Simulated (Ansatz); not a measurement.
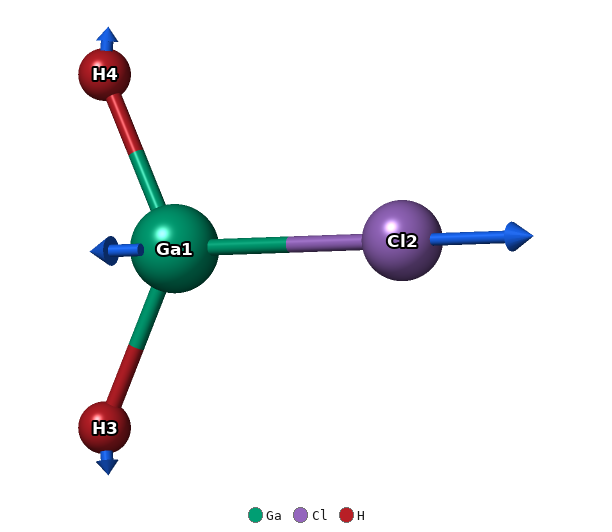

The arrows show one normal mode. Harmonic vibrations computed with RKS PBE0-D4/def2-TZVP (Ansatz 0.2.0) at a stationary point of the same level.

Q: Describe the motion.

A: Mostly Ga–Cl stretching.

Q: Estimate its harmonic wavenumber.

A: 417 cm⁻¹; it is mode 1 of 6 counted from the lowest.
